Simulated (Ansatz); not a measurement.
# Current against voltage: bond stretched by 1.5 Å, between Al atomic chains, part 2 of 2

Is the junction ohmic, and where does the voltage drop?

Ansatz 0.2.0; DFT PBE, plane waves, PAW; current against voltage, self-consistent under bias.

So far: Set-up; Current against voltage.

### 2. Current against voltage (continued)

Hartree potential energy less that at 0 V, planar mean against z:

| z (Å) | 0.3 V (eV) | 0.6 V (eV) | 1 V (eV) | 1.5 V (eV) |
| --- | --- | --- | --- | --- |
| 0 | 0.146 | 0.295 | 0.487 | 0.730 |
| 10 | 0.151 | 0.305 | 0.504 | 0.755 |
| 20 | 0.144 | 0.293 | 0.492 | 0.737 |
| 30 | 0.137 | 0.271 | 0.467 | 0.703 |
| 40 | 0.0119 | -0.0786 | -0.0165 | -0.0458 |
| 50 | -0.139 | -0.288 | -0.480 | -0.718 |
| 60 | -0.141 | -0.286 | -0.484 | -0.725 |
| 70 | -0.147 | -0.293 | -0.493 | -0.741 |
| 80 | -0.146 | -0.290 | -0.490 | -0.737 |

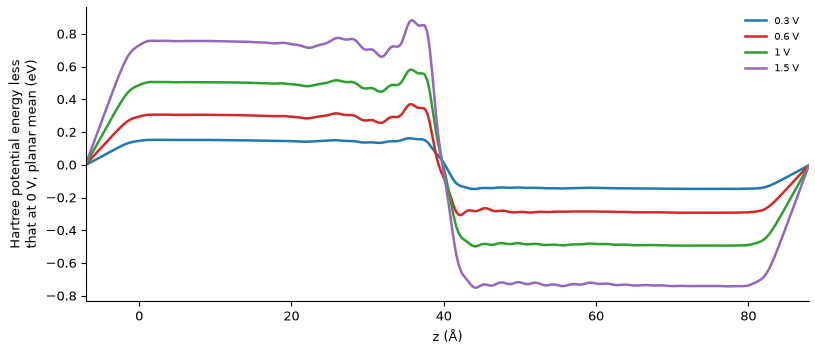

Hartree potential energy less that at 0 V, planar mean against z.

The electron density less that at 0 V, planar mean (0.3 V) oscillates, so the rows of the table below give means over windows of 2.4 Å about each position, cut where the curve ends. Its first 14 maxima inside the range that stand out by 2 % of the span (Å: e/Å³): -1.2: 5.8e-5, 1.0: 3.1e-5, 18.7: 1.4e-5, 23.5: 1.5e-5, 25.8: 4.7e-5, 28.3: 5.5e-5, 30.6: 5.8e-5, 32.7: 7.9e-5, 35.2: 1.6e-4, 37.5: 3.6e-4, 40.0: 2.1e-4, 42.8: 2.5e-5, 45.1: 8.3e-5, 47.3: 5.6e-5. Its first 14 minima: 0.0: 4.1e-6, 17.5: -8.9e-6, 22.0: -3.1e-5, 24.5: -1.5e-5, 26.9: -3.2e-5, 29.3: -7.1e-5, 31.7: -9.4e-5, 34.0: -1.2e-4, 36.5: -7.0e-5, 38.7: -1.3e-4, 41.6: -3.6e-4, 43.8: -1.4e-4, 46.1: -5.8e-5, 48.6: -4.3e-5.

Table of electron density less that at 0 V, planar mean by z; means over each step:

| z (Å) | 0.3 V (e/Å³) | 0.6 V (e/Å³) | 1 V (e/Å³) | 1.5 V (e/Å³) |
| --- | --- | --- | --- | --- |
| -5.74 | -3.1e-7 | -1.3e-7 | 1.2e-7 | 7.4e-7 |
| -3.34 | 9.2e-6 | 1.9e-5 | 3.2e-5 | 4.8e-5 |
| -0.94 | 3.5e-5 | 7.1e-5 | 1.2e-4 | 1.8e-4 |
| 1.46 | 1.4e-5 | 2.6e-5 | 4.2e-5 | 6.2e-5 |
| 3.86 | -3.1e-7 | -5.7e-7 | -1.0e-6 | -1.4e-6 |
| 6.26 | 3.3e-7 | 6.6e-7 | 8.5e-7 | 1.3e-6 |
| 8.66 | 8.2e-7 | 1.5e-6 | 2.0e-6 | 3.4e-6 |
| 11.06 | 7.4e-7 | 1.2e-6 | 1.4e-6 | 2.4e-6 |
| 13.46 | 8.9e-7 | 1.8e-6 | 2.1e-6 | 3.6e-6 |
| 15.86 | -4.9e-7 | 1.1e-7 | 4.8e-7 | 3.4e-6 |
| 18.26 | 2.6e-6 | 6.3e-6 | 7.0e-6 | 6.7e-6 |
| 20.66 | -4.1e-6 | -3.8e-6 | -2.3e-6 | 9.9e-6 |
| 23.06 | -5.4e-6 | -2.2e-5 | -2.8e-5 | -5.7e-5 |
| 25.46 | 1.3e-5 | 3.9e-5 | 4.4e-5 | 5.9e-5 |
| 27.86 | 5.3e-6 | 3.4e-5 | 4.4e-5 | 9.2e-5 |
| 30.26 | -1.2e-5 | -2.8e-5 | -3.1e-5 | -3.0e-5 |
| 32.66 | -1.1e-5 | -4.5e-5 | -5.7e-5 | -1.1e-4 |
| 35.06 | 2.3e-5 | 8.1e-5 | 8.6e-5 | 1.1e-4 |
| 37.46 | 1.3e-4 | 5.0e-4 | 6.4e-4 | 0.00108 |
| 39.86 | 3.6e-5 | -2.5e-4 | -1.8e-4 | -4.4e-4 |
| 42.26 | -1.5e-4 | -3.1e-4 | -4.5e-4 | -6.1e-4 |
| 44.66 | -1.9e-5 | 2.9e-5 | -6.1e-5 | -1.1e-4 |
| 47.06 | -4.6e-8 | -1.4e-5 | -3.1e-6 | 4.7e-6 |
| 49.46 | 1.8e-7 | -1.4e-5 | -2.9e-6 | -7.2e-6 |
| 51.86 | -7.0e-8 | -5.8e-6 | -2.1e-6 | 5.3e-6 |
| 54.26 | -3.4e-6 | -2.3e-7 | -6.8e-6 | -1.7e-5 |
| 56.66 | -2.5e-6 | -6.1e-7 | -7.1e-6 | -1.2e-5 |
| 59.06 | 4.7e-6 | -1.0e-6 | 8.1e-6 | 1.2e-5 |
| 61.46 | -2.8e-6 | -1.0e-6 | -3.5e-6 | -5.6e-6 |
| 63.86 | 8.7e-7 | 1.4e-7 | -1.1e-6 | -3.4e-6 |
| 66.26 | -5.7e-7 | -6.8e-7 | -4.2e-7 | -8.6e-7 |
| 68.66 | 5.8e-7 | 1.5e-6 | 1.3e-6 | 7.0e-7 |
| 71.06 | -1.0e-6 | -1.6e-6 | -1.7e-6 | -2.6e-6 |
| 73.46 | 3.9e-7 | 4.5e-8 | 3.9e-7 | 4.3e-7 |
| 75.86 | -1.4e-7 | 4.4e-8 | 2.4e-7 | 2.0e-6 |
| 78.26 | -1.5e-6 | -3.0e-6 | -5.9e-6 | -1.1e-5 |
| 80.66 | -1.9e-5 | -3.7e-5 | -6.3e-5 | -9.2e-5 |
| 83.06 | -3.6e-5 | -7.3e-5 | -1.2e-4 | -1.8e-4 |
| 85.46 | -2.1e-6 | -3.6e-6 | -5.9e-6 | -8.0e-6 |
| 87.86 | 1.1e-8 | 5.2e-9 | -1.0e-7 | -1.7e-7 |

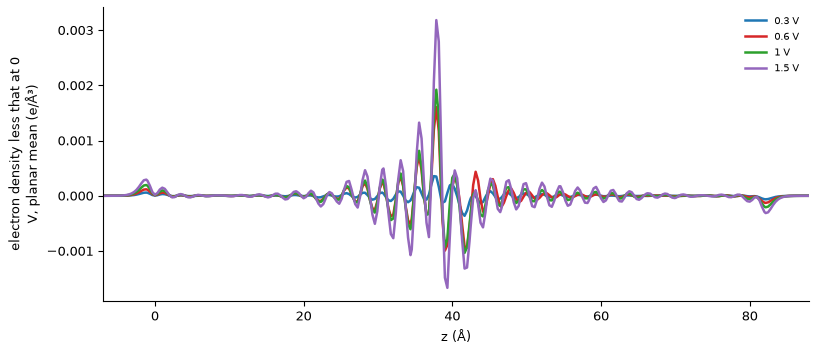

Electron density less that at 0 V, planar mean, plotted against z.

By hand: at 1.5 V the window reaches from -0.75 to 0.75 eV, and the mean transmission a spin over it is 0.0478. With sharp Fermi edges I = G0 × V × T̄ = 77.48 μS × 1.5 V × 0.0478 = 5.56 μA, against 5.52 μA from the program at 300 K.

The zero-bias conductance is 0.173 G₀; current over voltage goes 0.0918 at +0.3 V, 0.0634 at +0.6 V, 0.0440 at +1 V and 0.0475 at +1.5 V in the same unit. The leads' misfit reaches 40 meV.

### 3. Outcome

```yaml
conductance_at_zero_bias: 0.173 G₀
current_at_plus_0p3_v: 2.13 μA
current_at_plus_0p6_v: 2.95 μA
current_at_plus_1_v: 3.41 μA
current_at_plus_1p5_v: 5.52 μA
```

The junction conducts 0.173 G₀ at zero bias and carries 5.52 μA at 1.50 V. At 1.50 V the current is 0.28 times what the zero-bias conductance would give; over all biases of the sweep that ratio lies between 0.26 and 0.53. Of the 1.50 V, 1.49 V drops at the junction. By +0.6 V a band edge of a lead has entered the bias window, and at +1.5 V 73 % of the window has no channel on one side; narrow lead bands can shape the curve there. A wire screens slowly, so the current depends on the leads' length and the box width; neither was converged here. Transport is coherent and elastic here: the atoms are frozen, so scattering by vibrations plays no part. A cutoff under the files' recommended one was taken to save time; its effect on T(E) was not tested here.

[Logs are printed without paths, hosts, clocks, repeated set-up lines and the standing remarks that a program may print on its own settings, such as how far it seeks lower states.]

[Hosts, paths, dates, database ids (printed as entryN), source tags and the programs' standing remarks are cut or masked in the printed files.]
